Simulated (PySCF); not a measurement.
**C$_{2}$H$_{9}$ClS$_{2}$Si$_{3}$: density, localisation and related maps**

```xyz
17

Si   -0.7447    2.4111   -0.0058
S    -0.0532    0.6980   -1.1059
C    -0.6052   -0.5822    0.0134
Si   -2.1486   -1.4851   -0.5918
C     0.0512   -0.8893    1.1240
S     1.5337   -0.1787    1.7684
Si    2.9170   -0.2335    0.1058
Cl    2.5092   -1.8028   -1.0714
H    -2.1512    2.1738    0.2960
H     0.0432    2.5614    1.2085
H    -0.5258    3.4771   -0.9688
H    -3.2269   -0.4976   -0.6734
H    -1.8596   -2.0308   -1.9142
H    -2.4678   -2.5316    0.3771
H    -0.3453   -1.6426    1.7890
H     2.8969    1.0149   -0.6328
H     4.1700   -0.4502    0.8088
```

Geometry: GFN2-xTB.

The calculation used PBE0/pcSseg-1, SCF density, gas phase, non-relativistic (PySCF 2.14.0).

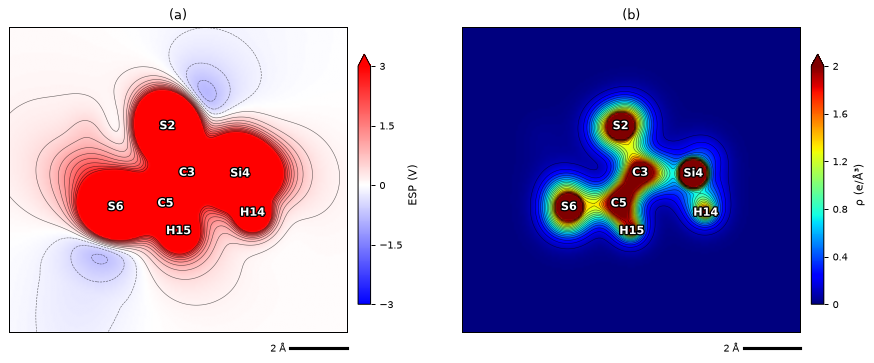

Figure 1. (a) molecular electrostatic potential; (b) electron density on the plane of atoms C3, C5 and S6.

What do the fields say about this system?

Answer.
- The plane passes through S, C, Si and H nuclei.
- C–C (1.33 Å): the density is about 2.3 e/Å³ at the midpoint.
- C–S (1.77 Å): ρ at the midpoint is about 1.3 e/Å³.
- C–Si (1.89 Å): the density is about 0.92 e/Å³ at the midpoint.
- C–H (1.08 Å): ρ at the midpoint is about 2.1 e/Å³.
- Si–H (1.46 Å): ρ at the midpoint is about 0.81 e/Å³.
- Outside the dense part of the molecule the potential is most negative (−0.8 V) near S2.

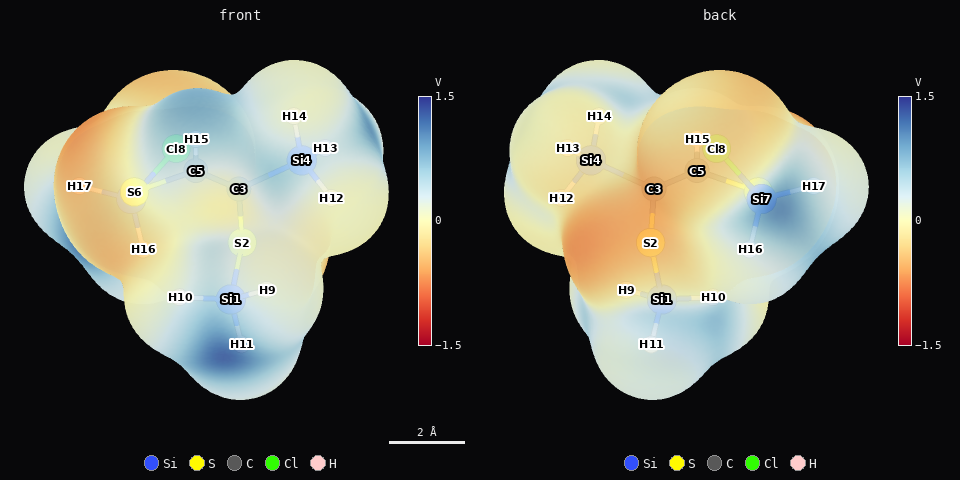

Figure 2. The electrostatic potential painted on the density surface at 0.001 e/bohr³, seen from the front and from behind; the colour scale runs from red (negative) to blue (positive).

Describe the electrostatic potential map.

Answer. The most negative region (about −0.7 V, or −16 kcal/mol for a unit charge) lies over S2 and S6, the most positive (about +1.2 V, or +28 kcal/mol for a unit charge) over Si1.
